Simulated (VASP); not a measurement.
Band structure of HfPbO3 (space group Pm-3m). Level of theory: LDA (Ceperley-Alder, Perdew-Zunger), VASP's LDA PAW potentials (set 64) (plane waves; VASP 6.6.1).

Unless said otherwise, spin-orbit coupling is left out, though it shifts the bands of the heavy elements here.

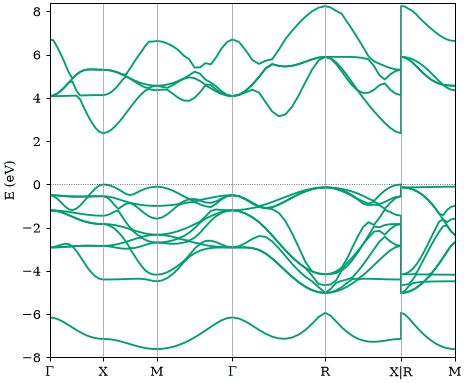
*Bands along high-symmetry lines, zero at the valence-band maximum or, without a gap, the Fermi level*

Task: Read the plot: is there a gap, and where are the band edges?

Result: The gap is direct, 2.38 eV, from the valence maximum at X to the conduction minimum at X. (Edges off the drawn lines would not show.)

The structure comes from a computed database's HfPbO3 entry (Pm-3m); how it stands against other phases isn't given here. It was relaxed first, which changed the volume by -6 %.
